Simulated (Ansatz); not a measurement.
**Single-point calculation of Cu₁₂N (part 1 of 2)**

- system: Cu₁₂N (slab, 13 atoms in the cell)
- method: DFT, PBE, plane waves, PAW, Ueff = 8 eV on Cu d, no spin polarisation (Ansatz 0.2.0)

The structure derives from an entry of the Crystallography Open Database. Figures and captions count atoms from 1; the log counts them from 0 in places.

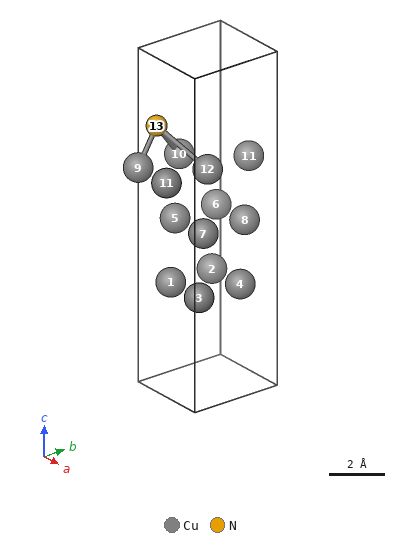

**Figure 1.** The structure (ball-and-stick view of the cell of the calculation, with the vacuum cut short, seen slightly off an axis; atoms are numbered from 1 in the order of the input). An atom can appear more than once, as a periodic image.

**Summary**

| quantity | value |
| --- | --- |
| outcome | converged |
| electrons treated | 233 |
| free energy | −79879.4068 eV |
| Fermi energy | 1.754 eV |
| gap on the k-point mesh | none (metallic) |
| largest force (length of the vector) | 1.768 eV/Å |
| hardware | 4 threads of Arm Neoverse V1, 24 GiB of memory available, shared host |
| wall time | 63 s (CPU time 4 min) |
| peak memory | 2 GiB |

**Remarks**

Settings chosen away from the usual ones: scf.occupations.width set to 0.3 (from 0.1); hamiltonian.hubbard set to {"sites": [{"species": "Cu", "l": "d", "u_eff": 8.0}], "double_counting": "amf"}. These settings are looser than, or depart from, a standard set-up, so the numbers are not reference values for this system. The cell holds an odd number of electrons but the run has no spin polarisation, so a band is left half filled.

**Input file**
```yaml
crystal:
  lattice:
    - [5.1332392722, 0.0, 0.0]
    - [-2.5666196361, 4.4455156134, 0.0]
    - [0.0, 0.0, 19.6236283438]
  atoms:
    - { symbol: Cu, position: [0.3333333333, 0.1666666667, 0.2038359028] }
    - { symbol: Cu, position: [0.3333333334, 0.6666666667, 0.2038359028] }
    - { symbol: Cu, position: [0.8333333334, 0.1666666667, 0.2038359028] }
    - { symbol: Cu, position: [0.8333333333, 0.6666666667, 0.2038359028] }
    - { symbol: Cu, position: [0.1666666667, 0.3333333333, 0.308900249] }
    - { symbol: Cu, position: [0.1666666667, 0.8333333333, 0.308900249] }
    - { symbol: Cu, position: [0.6666666666, 0.3333333333, 0.308900249] }
    - { symbol: Cu, position: [0.6666666667, 0.8333333333, 0.308900249] }
    - { symbol: Cu, position: [0.0, 0.0, 0.4139717794] }
    - { symbol: Cu, position: [0.0, 0.5, 0.4139717794] }
    - { symbol: Cu, position: [0.5, 0.0, 0.4139717794] }
    - { symbol: Cu, position: [0.5, 0.5, 0.4139717794] }
    - { symbol: "N", position: [0.0833333334, 0.1666666667, 0.4908903999] }
basis:
  ecutwfc: 420
kpoints:
  mp_grid: { grid: [6, 6, 1] }
hamiltonian:
  xc: pbe
  hubbard: { sites: [{ species: Cu, l: d, u_eff: 8.0 }], double_counting: amf }
scf:
  occupations: { method: gaussian, width: 0.3 }
output:
  forces: true
  eigenvalues: true
efield:
  axis: 3
  dipole_correction: true
  ramp_width: 0.04
```

Launch command:
```bash
ansatz run input.yaml --threads 4 --pin off --max-ram 12288MiB --backend cpu --events-out ev --progress --plain --runs-dir out
```

**The program's output**
```
Cu: projections on atomic orbitals take those of the free atom [Ne] 3s2 3p6 3d10 4s1, of charge +0.00 (hamiltonian.pseudopotentials.projection_atoms); the dataset's partial waves leave at most 2.0e-6 of an orbital's norm unspanned inside its sphere
N: projections on atomic orbitals take those of the free atom [He] 2s2 2p3, of charge +0.00 (hamiltonian.pseudopotentials.projection_atoms); the dataset's partial waves leave at most 9.3e-9 of an orbital's norm unspanned inside its sphere
Engine: ansatz 0.2.0, aarch64-unknown-linux-gnu
Pseudopotentials: kind: paw
Pseudopotential: Cu, paw, valence charge 19, recommended cutoff 420 eV (normal), Cu.paw.azcp
Pseudopotential: N, paw, valence charge 5, recommended cutoff 420 eV (normal), N.paw.azcp
Functional definition: PBE
  parameter kappa = 0.804
  parameter beta = 0.06672455060314922
  exchange = pbe_x(kappa = kappa, mu = beta*pi^2/3)
  correlation = pbe_c(beta = beta)
Crystal: 13 atoms, lattice volume = 447.809 Å³
Basis set: ecut = 420 eV, 8735 PW (Γ), exchange–correlation on 72×72×270 points (8 copies of the dense FFT grid, shifted against one another)
Bands: 140, of which v1, the nominal top of the filled ones, is band 117 counted from 1 (116 counted from 0)
Symmetry: 2 space group operations
Space group: Cm (ITA 8), of the structure as read, at distance tolerance 7.7e-5 Å
k-points: 13 of 36 (time reversal used)
Non-local potential: Cu, projectors of the file, l = 0: 3, l = 1: 2, l = 2: 3, l = 3: 1
Non-local potential: N, projectors of the file, l = 0: 2, l = 1: 2, l = 2: 1
PAW form: soft (Blöchl's): semilocal exchange-correlation on the pseudo side does not see the compensation charge
PAW one-centre angular grid: Cu, 590 points (default); XC on 64 Gauss nodes
PAW one-centre angular grid: N, 110 points (default); XC on 64 Gauss nodes
Initial density: superposition of atomic densities (neutral atoms: chi_scale 0, normalization atom)
Initial wavefunctions: pseudopotential atomic-orbital guess
Functional: x = pbe(κ = 0.804, μ = 0.2195149727645171), c = pbe(β = 0.06672455060314922)
SCF iter   1: F=—  HF=-79893.553431 eV  |F-HF|=—  |Δ(HF+E_count)|=         —  Δρ=1.64e-1  dr2=1.01e2  ethr=3.10e-3  p=-0.000 e·Å  D=-1.41e-5 V/Å  ΔV_dip=0.00 eV  dr2_dipole=5.86e0  V_vac-E_F(+/−)=4.55/4.55 eV  ⟨swp⟩=9.0  Hψ=8254  notcnv=0
efield: sawtooth ramp at fractional position 0.8274 (placed from the atoms, in the widest stretch of the axis that holds none; the zero of the levels goes with the place), width 0.0400; the density the first Hamiltonian is built on has a dipole p = -0.000 e·Å; the dipole correction subtracts the counter field D = -1.41e-5 V/Å, which shifts the + side's vacuum level by +0.00 eV against the − side's; the planar-averaged density in the ramp window peaks in size at 2.7e-5 e/Å³
preconditioner: auto → LDOS  [metal: Δε(μ)=0.017 eV  Ē_g=7.284 eV  σ=0.300 eV  W_gap=0.03  n_scr=92 (ndim 8)  ℏωp=20.5 eV  f_vac=0.609  D(μ)=8.26/eV (n_scr^D=52)  β→1.0]
SCF iter   2: F=—  HF=-79938.618245 eV  |F-HF|=—  |Δ(HF+E_count)|=    4.51e1  Δρ=2.74e-1  dr2=1.51e2  ethr=3.10e-3  p=-0.064 e·Å  D=-2.57e-2 V/Å  ΔV_dip=0.51 eV  dr2_dipole=2.47e-2  V_vac-E_F(+/−)=7.33/6.83 eV  ⟨swp⟩=4.0  Hψ=5555  notcnv=0  defer=181  recentre
SCF iter   3: F=—  HF=-79882.680858 eV  |F-HF|=—  |Δ(HF+E_count)|=    5.59e1  Δρ=7.53e-2  dr2=3.48e1  ethr=3.10e-3  p=-0.063 e·Å  D=-2.53e-2 V/Å  ΔV_dip=0.50 eV  dr2_dipole=5.80e0  V_vac-E_F(+/−)=5.55/5.06 eV  ⟨swp⟩=4.0  Hψ=4748  notcnv=0  defer=190
SCF iter   4: F=—  HF=-79881.219994 eV  |F-HF|=—  |Δ(HF+E_count)|=    1.46e0  Δρ=8.24e-2  dr2=2.50e1  ethr=3.10e-3  p=-0.105 e·Å  D=-4.23e-2 V/Å  ΔV_dip=0.83 eV  dr2_dipole=3.83e-1  V_vac-E_F(+/−)=5.91/5.08 eV  ⟨swp⟩=2.2  Hψ=3586  notcnv=0  defer=184
SCF iter   5: F=—  HF=-79879.320127 eV  |F-HF|=—  |Δ(HF+E_count)|=    1.90e0  Δρ=2.28e-2  dr2=4.03e0  ethr=3.10e-3  p=-0.116 e·Å  D=-4.68e-2 V/Å  ΔV_dip=0.92 eV  dr2_dipole=1.36e0  V_vac-E_F(+/−)=6.23/5.32 eV  ⟨swp⟩=2.0  Hψ=3729  notcnv=0  defer=184
SCF iter   6: F=—  HF=-79879.718658 eV  |F-HF|=—  |Δ(HF+E_count)|=   3.99e-1  Δρ=3.10e-2  dr2=4.60e0  ethr=1.73e-3  p=-0.140 e·Å  D=-5.66e-2 V/Å  ΔV_dip=1.11 eV  dr2_dipole=6.18e-1  V_vac-E_F(+/−)=6.24/5.13 eV  ⟨swp⟩=2.0  Hψ=2621  notcnv=0  defer=184
SCF iter   7: F=—  HF=-79879.433636 eV  |F-HF|=—  |Δ(HF+E_count)|=   2.85e-1  Δρ=1.09e-2  dr2=6.69e-1  ethr=1.73e-3  p=-0.166 e·Å  D=-6.70e-2 V/Å  ΔV_dip=1.31 eV  dr2_dipole=1.86e-1  V_vac-E_F(+/−)=6.29/4.98 eV  ⟨swp⟩=2.1  Hψ=2214  notcnv=0  defer=184
SCF iter   8: F=—  HF=-79879.403911 eV  |F-HF|=—  |Δ(HF+E_count)|=   2.97e-2  Δρ=6.26e-3  dr2=9.04e-2  ethr=2.87e-4  p=-0.185 e·Å  D=-7.49e-2 V/Å  ΔV_dip=1.47 eV  dr2_dipole=3.28e-4  V_vac-E_F(+/−)=6.35/4.88 eV  ⟨swp⟩=2.1  Hψ=2136  notcnv=0  defer=184
SCF iter   9: F=—  HF=-79879.406211 eV  |F-HF|=—  |Δ(HF+E_count)|=   2.30e-3  Δρ=4.32e-3  dr2=5.40e-2  ethr=3.88e-5  p=-0.187 e·Å  D=-7.56e-2 V/Å  ΔV_dip=1.48 eV  dr2_dipole=7.81e-4  V_vac-E_F(+/−)=6.36/4.87 eV  ⟨swp⟩=2.0  Hψ=2480  notcnv=0  defer=184
SCF iter  10: F=—  HF=-79879.408775 eV  |F-HF|=—  |Δ(HF+E_count)|=   2.56e-3  Δρ=2.45e-3  dr2=7.61e-2  ethr=2.32e-5  p=-0.190 e·Å  D=-7.66e-2 V/Å  ΔV_dip=1.50 eV  dr2_dipole=2.77e-2  V_vac-E_F(+/−)=6.34/4.83 eV  ⟨swp⟩=2.0  Hψ=2584  notcnv=0  defer=184
SCF iter  11: F=—  HF=-79879.406899 eV  |F-HF|=—  |Δ(HF+E_count)|=   1.88e-3  Δρ=2.15e-3  dr2=2.28e-2  ethr=2.32e-5  p=-0.198 e·Å  D=-7.99e-2 V/Å  ΔV_dip=1.57 eV  dr2_dipole=3.15e-3  V_vac-E_F(+/−)=6.35/4.78 eV  ⟨swp⟩=2.1  Hψ=2641  notcnv=0  defer=184
SCF iter  12: F=—  HF=-79879.405919 eV  |F-HF|=—  |Δ(HF+E_count)|=   9.79e-4  Δρ=1.44e-3  dr2=8.03e-3  ethr=9.78e-6  p=-0.199 e·Å  D=-8.06e-2 V/Å  ΔV_dip=1.58 eV  dr2_dipole=1.37e-3  V_vac-E_F(+/−)=6.35/4.77 eV  ⟨swp⟩=2.0  Hψ=2356  notcnv=0  defer=184
SCF iter  13: F=—  HF=-79879.405463 eV  |F-HF|=—  |Δ(HF+E_count)|=   4.56e-4  Δρ=1.26e-3  dr2=5.49e-3  ethr=3.45e-6  p=-0.202 e·Å  D=-8.17e-2 V/Å  ΔV_dip=1.60 eV  dr2_dipole=7.95e-4  V_vac-E_F(+/−)=6.36/4.76 eV  ⟨swp⟩=2.0  Hψ=2500  notcnv=0  defer=184
SCF iter  14: F=—  HF=-79879.405980 eV  |F-HF|=—  |Δ(HF+E_count)|=   5.16e-4  Δρ=7.89e-4  dr2=1.42e-3  ethr=2.35e-6  p=-0.201 e·Å  D=-8.11e-2 V/Å  ΔV_dip=1.59 eV  dr2_dipole=1.11e-5  V_vac-E_F(+/−)=6.36/4.77 eV  ⟨swp⟩=2.0  Hψ=2217  notcnv=0  defer=184
SCF iter  15: F=—  HF=-79879.406732 eV  |F-HF|=—  |Δ(HF+E_count)|=   7.52e-4  Δρ=6.37e-4  dr2=1.26e-3  ethr=6.08e-7  p=-0.201 e·Å  D=-8.12e-2 V/Å  ΔV_dip=1.59 eV  dr2_dipole=3.82e-5  V_vac-E_F(+/−)=6.36/4.77 eV  ⟨swp⟩=2.0  Hψ=2570  notcnv=0  defer=184
SCF iter  16: F=—  HF=-79879.406847 eV  |F-HF|=—  |Δ(HF+E_count)|=   1.15e-4  Δρ=3.77e-4  dr2=5.55e-4  ethr=5.41e-7  p=-0.202 e·Å  D=-8.15e-2 V/Å  ΔV_dip=1.60 eV  dr2_dipole=5.81e-6  V_vac-E_F(+/−)=6.37/4.77 eV  ⟨swp⟩=2.0  Hψ=2530  notcnv=0  defer=184
SCF iter  17: F=—  HF=-79879.406867 eV  |F-HF|=—  |Δ(HF+E_count)|=   2.07e-5  Δρ=4.36e-4  dr2=6.62e-4  ethr=2.38e-7  p=-0.203 e·Å  D=-8.18e-2 V/Å  ΔV_dip=1.61 eV  dr2_dipole=8.90e-5  V_vac-E_F(+/−)=6.37/4.77 eV  ⟨swp⟩=2.0  Hψ=2563  notcnv=0  defer=184
SCF iter  18: F=—  HF=-79879.406819 eV  |F-HF|=—  |Δ(HF+E_count)|=   4.87e-5  Δρ=2.02e-4  dr2=1.50e-4  ethr=2.38e-7  p=-0.203 e·Å  D=-8.22e-2 V/Å  ΔV_dip=1.61 eV  dr2_dipole=1.86e-6  V_vac-E_F(+/−)=6.37/4.76 eV  ⟨swp⟩=2.0  Hψ=2512  notcnv=0  defer=184
SCF iter  19: F=—  HF=-79879.406843 eV  |F-HF|=—  |Δ(HF+E_count)|=   2.40e-5  Δρ=1.37e-4  dr2=7.16e-5  ethr=6.44e-8  p=-0.204 e·Å  D=-8.23e-2 V/Å  ΔV_dip=1.61 eV  dr2_dipole=1.58e-6  V_vac-E_F(+/−)=6.37/4.76 eV  ⟨swp⟩=2.0  Hψ=2493  notcnv=0  defer=184
SCF iter  20: F=—  HF=-79879.406791 eV  |F-HF|=—  |Δ(HF+E_count)|=   5.19e-5  Δρ=1.51e-4  dr2=8.33e-5  ethr=3.07e-8  p=-0.204 e·Å  D=-8.23e-2 V/Å  ΔV_dip=1.61 eV  dr2_dipole=7.44e-6  V_vac-E_F(+/−)=6.38/4.76 eV  ⟨swp⟩=2.0  Hψ=2618  notcnv=0  defer=184
SCF iter  21: F=—  HF=-79879.406802 eV  |F-HF|=—  |Δ(HF+E_count)|=   1.09e-5  Δρ=9.28e-5  dr2=3.20e-5  ethr=3.07e-8  p=-0.204 e·Å  D=-8.23e-2 V/Å  ΔV_dip=1.61 eV  dr2_dipole=3.86e-6  V_vac-E_F(+/−)=6.38/4.76 eV  ⟨swp⟩=2.0  Hψ=2558  notcnv=0  defer=184
SCF iter  22: F=—  HF=-79879.406803 eV  |F-HF|=—  |Δ(HF+E_count)|=   1.71e-6  Δρ=7.58e-5  dr2=1.42e-5  ethr=1.37e-8  p=-0.204 e·Å  D=-8.23e-2 V/Å  ΔV_dip=1.61 eV  dr2_dipole=9.78e-9  V_vac-E_F(+/−)=6.38/4.76 eV  ⟨swp⟩=2.0  Hψ=2415  notcnv=0  defer=184
SCF iter  23: F=—  HF=-79879.406799 eV  |F-HF|=—  |Δ(HF+E_count)|=   4.55e-6  Δρ=5.00e-5  dr2=4.25e-6  ethr=6.08e-9  p=-0.204 e·Å  D=-8.23e-2 V/Å  ΔV_dip=1.61 eV  dr2_dipole=1.14e-8  V_vac-E_F(+/−)=6.38/4.77 eV  ⟨swp⟩=2.0  Hψ=2546  notcnv=0  defer=184
SCF iter  24: F=—  HF=-79879.406805 eV  |F-HF|=—  |Δ(HF+E_count)|=   6.23e-6  Δρ=5.35e-5  dr2=7.51e-6  ethr=1.82e-9  p=-0.204 e·Å  D=-8.23e-2 V/Å  ΔV_dip=1.61 eV  dr2_dipole=1.04e-9  V_vac-E_F(+/−)=6.38/4.77 eV  ⟨swp⟩=2.0  Hψ=2623  notcnv=0  defer=184
SCF iter  25: F=—  HF=-79879.406805 eV  |F-HF|=—  |Δ(HF+E_count)|=   2.93e-7  Δρ=3.36e-5  dr2=2.32e-6  ethr=1.82e-9  p=-0.204 e·Å  D=-8.23e-2 V/Å  ΔV_dip=1.61 eV  dr2_dipole=7.04e-8  V_vac-E_F(+/−)=6.38/4.77 eV  ⟨swp⟩=2.0  Hψ=2512  notcnv=0  defer=184
SCF iter  26: F=—  HF=-79879.406806 eV  |F-HF|=—  |Δ(HF+E_count)|=   9.90e-7  Δρ=2.16e-5  dr2=1.07e-6  ethr=9.98e-10  p=-0.204 e·Å  D=-8.23e-2 V/Å  ΔV_dip=1.61 eV  dr2_dipole=1.03e-7  V_vac-E_F(+/−)=6.38/4.77 eV  ⟨swp⟩=2.5  Hψ=2552  notcnv=0  defer=184
SCF iter  27: F=—  HF=-79879.406808 eV  |F-HF|=—  |Δ(HF+E_count)|=   2.34e-6  Δρ=2.28e-5  dr2=1.74e-6  ethr=4.61e-10  p=-0.204 e·Å  D=-8.23e-2 V/Å  ΔV_dip=1.61 eV  dr2_dipole=1.44e-7  V_vac-E_F(+/−)=6.38/4.77 eV  ⟨swp⟩=2.0  Hψ=2573  notcnv=0  defer=184
SCF iter  28: F=—  HF=-79879.406808 eV  |F-HF|=—  |Δ(HF+E_count)|=   2.22e-7  Δρ=7.33e-6  dr2=2.24e-7  ethr=4.61e-10  p=-0.204 e·Å  D=-8.23e-2 V/Å  ΔV_dip=1.61 eV  dr2_dipole=2.10e-8  V_vac-E_F(+/−)=6.38/4.77 eV  ⟨swp⟩=2.0  Hψ=2524  notcnv=0  defer=184
SCF iter  29: F=-79879.406808 eV  HF=-79879.406808 eV  |F-HF|=2.99e-7  |Δ(HF+E_count)|=   1.58e-7  Δρ=3.77e-6  dr2=6.93e-8  ethr=4.29e-11  p=-0.204 e·Å  D=-8.23e-2 V/Å  ΔV_dip=1.61 eV  dr2_dipole=7.22e-9  V_vac-E_F(+/−)=6.38/4.77 eV  ⟨swp⟩=14.5  Hψ=10300  notcnv=0
SCF 1 converged in 29 iterations: F = -79879.406808 eV  dr2 = 6.93e-8
  greatest PAW one-centre occupation: 1.000 electrons in one spin orbital (limit 2), on the Cu atom at site 10 (counted from 0), in its partial waves of l = 0
```

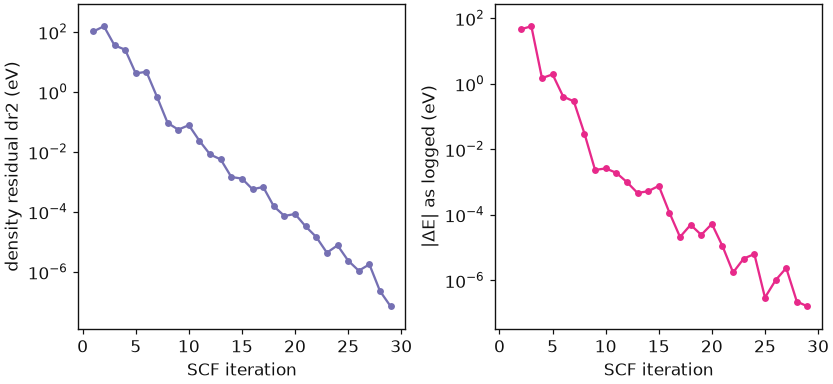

**Figure 2.** Convergence of the self-consistent field: density residual dr2 and size of the energy change against the SCF iteration. The residual falls almost steadily, with no more than small rises.
